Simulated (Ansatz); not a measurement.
# BF3 (boron trifluoride): levels of theory compared

Aim: a comparison of 6 runs (HF/STO-3G, PBE/STO-3G, wB97M-V/STO-3G, MP2/STO-3G, UMP2/STO-3G, CCSDT/STO-3G) of BF3 (boron trifluoride). 

The calculation is run with Ansatz 0.2.0.

43 further runs of the same task are left out: 4 that didn't finish, 39 set aside as unsound or not needed.

**1. Starting point**

The species is BF3 (4 atoms), meant as a singlet with charge 0. As SMILES, `FB(F)F`. The B2–F1 distance was set to 3.278 Å, away from the relaxed value. At this shape a bond of the SMILES string is far longer than usual.

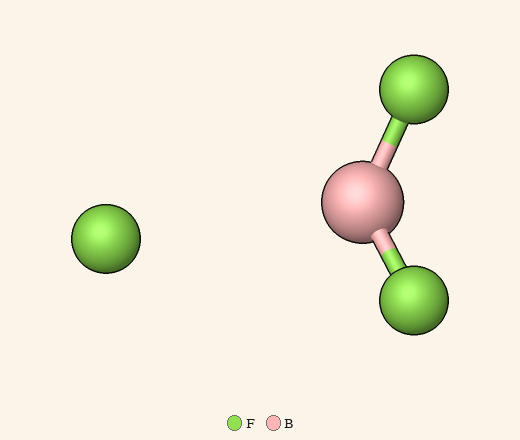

The structure, seen from a chosen angle (fluorine green, boron pink).

**2. The energy at HF/STO-3G (run 1)**

Contents of in.yaml:

```yaml
basis:
  gaussian:
    orbitals: STO-3G
crystal:
  periodic: [false, false, false]
  atoms:
    - {symbol: F, position_ang: [1.359663, 0.526857, 2.935725]}
    - {symbol: B, position_ang: [0.000020, -0.000000, 0.000010]}
    - {symbol: F, position_ang: [-0.265170, -1.223510, -0.389620]}
    - {symbol: F, position_ang: [-0.278730, 1.012770, -0.784660]}
hamiltonian:
  xc: hf
accuracy: high
```

Run with:

```
$ ansatz run in.yaml --threads 1 --pin off --max-ram 3480MiB --events-out events.jsonl --progress --plain --runs-dir runs
```

Output:

```text
Warning: RAYON_NUM_THREADS=1 ignored (pool sized by the plan → 1); use --threads N
Functional definition: HF
  name "HF"
  exchange = exact_x
  correlation = 0
329 factors; integrals over basis functions are off by at most 3.2e-8 eV
mean field evaluation 1: about -8650.3648 eV, gradient 2.8e1 eV
mean field evaluation 2: about -8650.3954 eV, gradient 2.8e1 eV
mean field evaluation 4: about -8652.7063 eV, gradient 1.2e1 eV
mean field evaluation 8: about -8653.0388 eV, gradient 7.6e0 eV
mean field evaluation 16: about -8658.6515 eV, gradient 9.9e-5 eV
mean field evaluation 32: about -8656.6731 eV, gradient 1.6e1 eV
mean field evaluation 64: about -8658.0656 eV, gradient 6.7e0 eV
mean field -8658.65151517 eV, -318.1995741378 hartree, gradient 2.9e-8 eV, S^2 0.000000; 1 other end points of the search recorded, 0 dependent functions left out
reference -8658.65151517 eV, -318.1995741378 hartree; 16, 16 occupied and 4, 4 virtual orbitals, 329 factors
Total energy: -8658.65151517 eV, -318.1995741378 hartree
```

Wall time 0.12 s (1 thread of Arm Neoverse V1, shared host).

**3. A single-point energy at PBE/STO-3G (run 2)**

Contents of molecule.yaml:

```yaml
crystal:
  periodic: [false, false, false]
  atoms:
    - {symbol: F, position_ang: [1.359663, 0.526857, 2.935725]}
    - {symbol: B, position_ang: [0.000020, -0.000000, 0.000010]}
    - {symbol: F, position_ang: [-0.265170, -1.223510, -0.389620]}
    - {symbol: F, position_ang: [-0.278730, 1.012770, -0.784660]}
basis:
  gaussian: {orbitals: STO-3G}
hamiltonian: {xc: {name: PBE}}
accuracy: high
```

Run with:

```
$ ansatz run molecule.yaml --threads 1 --pin off --max-ram 3480MiB --events-out events.jsonl --progress --plain --runs-dir runs
```

Output:

```text
Warning: RAYON_NUM_THREADS=1 ignored (pool sized by the plan → 1); use --threads N
Functional definition: PBE
  name "PBE"
  parameter kappa = 0.804
  parameter beta = 0.06672455060314922
  exchange = pbe_x(kappa = kappa, mu = beta*pi^2/3)
  correlation = pbe_c(beta = beta)
329 factors; integrals over basis functions are off by at most 3.2e-8 eV
mean field evaluation 1: about -8677.0180 eV, gradient 1.0e1 eV
mean field evaluation 2: about -8282.2213 eV, gradient 1.9e1 eV
mean field evaluation 4: about -8676.7089 eV, gradient 7.2e0 eV
mean field evaluation 8: about -8687.4504 eV, gradient 2.8e-1 eV
mean field evaluation 16: about -8687.4140 eV, gradient 1.2e-8 eV
mean field -8687.41398838 eV, -319.2565755322 hartree, gradient 1.2e-8 eV, S^2 0.000000; 2 other end points of the search recorded, 0 dependent functions left out
reference -8687.41398962 eV, -319.2565755777 hartree; 16, 16 occupied and 4, 4 virtual orbitals, 329 factors
Total energy: -8687.41398962 eV, -319.2565755777 hartree
```

Run time: 1.2 s. Hardware: 1 thread of Arm Neoverse V1, shared host; peak memory 0.091 GiB.

Run 3 isn't shown in full; the table further down has it.

**4. A single-point energy at MP2/STO-3G (run 4)**

in.yaml, as its differences from that of step 2:

```diff
@@ -10,4 +10,5 @@
     - {symbol: F, position_ang: [-0.278730, 1.012770, -0.784660]}
-hamiltonian:
-  xc: hf
+correlation:
+  method: mp2
+  frozen_orbitals: {B: 1, F: 1}
 accuracy: high
```

Run with:

```
$ ansatz run in.yaml --threads 1 --pin off --max-ram 3480MiB --events-out events.jsonl --progress --plain --runs-dir runs
```

Output:

```text
Warning: RAYON_NUM_THREADS=1 ignored (pool sized by the plan → 1); use --threads N
[... 4 set-up lines as earlier in the session ...]
329 factors; integrals over basis functions are off by at most 3.2e-8 eV
mean field evaluation 1: about -8650.3648 eV, gradient 2.8e1 eV
mean field evaluation 2: about -8650.3954 eV, gradient 2.8e1 eV
mean field evaluation 4: about -8652.7063 eV, gradient 1.2e1 eV
mean field evaluation 8: about -8653.0388 eV, gradient 7.6e0 eV
mean field evaluation 16: about -8658.6515 eV, gradient 9.9e-5 eV
mean field evaluation 32: about -8658.4900 eV, gradient 1.1e0 eV
mean field evaluation 64: about -8658.6197 eV, gradient 3.9e-1 eV
mean field -8658.65151517 eV, -318.1995741378 hartree, gradient 2.9e-8 eV, S^2 0.000000; 5 other end points of the search recorded, 0 dependent functions left out; unrestricted orbitals would lower it
unrestricted determinant -8665.88143130 eV, -318.4652686547 hartree, S^2 1.0018
4 core orbitals not correlated: weight in the atoms' cores, before any rotation towards them, 1.000 or more for the frozen orbitals, at most 0.000 for the correlated occupied ones
reference -8658.65151517 eV, -318.1995741378 hartree; 12, 12 occupied and 4, 4 virtual orbitals, 329 factors
second order -7.87055404 eV of doubles, -0.00000000 eV of singles
Total energy: -8666.52206922 eV, -318.4888116640 hartree
```

Wall time 0.22 s (1 thread of Arm Neoverse V1, shared host).

Run 5 isn't shown in full; the table further down has it.

**5. The energy at CCSDT/STO-3G (run 6)**

Contents of in.yaml:

```yaml
crystal:
  periodic: [false, false, false]
  atoms:
    - symbol: F
      position_ang: [1.359663, 0.526857, 2.935725]
    - symbol: B
      position_ang: [0.000020, -0.000000, 0.000010]
    - symbol: F
      position_ang: [-0.265170, -1.223510, -0.389620]
    - symbol: F
      position_ang: [-0.278730, 1.012770, -0.784660]
basis:
  gaussian:
    orbitals: STO-3G
correlation:
  method: ccsdt
  frozen_orbitals: {B: 1, F: 1}
accuracy: high
scf:
  omitted_lower_state_checks: [cluster_reference, increment]
```

Run with:

```
$ ansatz run in.yaml --threads 1 --pin off --max-ram 3480MiB --events-out events.jsonl --progress --plain --runs-dir runs
```

Output:

```text
Warning: RAYON_NUM_THREADS=1 ignored (pool sized by the plan → 1); use --threads N
[... 14 lines left out ...]
4 core orbitals not correlated: weight in the atoms' cores, before any rotation towards them, 1.000 or more for the frozen orbitals, at most 0.000 for the correlated occupied ones
[... 57 lines left out ...]
WARN: these amplitudes may be one of several solutions (largest doubles amplitude 0.95, level shift 17.59 eV)
Total energy: -8668.34153591 eV, -318.5556758316 hartree
Checks for a lower state left out: cluster_reference, increment
```

It took 1 s on 1 thread of Arm Neoverse V1, shared host.

**6. Overview of the runs**

| run | level | frozen core orbitals | energy (Eh) | wall time |
| --- | --- | --- | --- | --- |
| 1 | HF/STO-3G | – | -318.199574 | 0.12 s |
| 2 | PBE/STO-3G | – | -319.256576 | 1.2 s |
| 3 | wB97M-V/STO-3G | – | -319.535050 | 19 s |
| 4 | MP2/STO-3G | 4 | -318.488812 | 0.22 s |
| 5 | UMP2/STO-3G | 4 | -318.537188 | 0.58 s |
| 6 | CCSDT/STO-3G | 4 | -318.555676 | 1 s |

**7. Results**

| quantity | value |
| --- | --- |
| run 6: total energy | -318.55568 Eh |
| run 6: correlation energy (4 core orbitals frozen) | -356.1 mEh |
| run 6: T1 diagnostic | 0.042 |

What this shows: Below the HF energy at the same shape and in the same basis (STO-3G): MP2 -289.2 mEh; UMP2 -337.6 mEh; CCSDT -356.1 mEh. Some of these start from another determinant than that one, so these aren't their correlation energies. Totals of different functionals can't be ranked against each other. In runs 4, 6 the log says that unrestricted orbitals would lower the reference, so the values rest on an unstable closed-shell determinant (other closed-shell runs at this shape may share the fault). In runs 1, 2, 3, 4, 5, 6 the basis is minimal, so the values are rough. Spin contamination of the reference: run 5 ⟨S²⟩ = 1.00. Where it is this large, the reference is a mixture of spin states, and values that rest on it are in doubt. All runs together took 22 s, the longest 19 s.
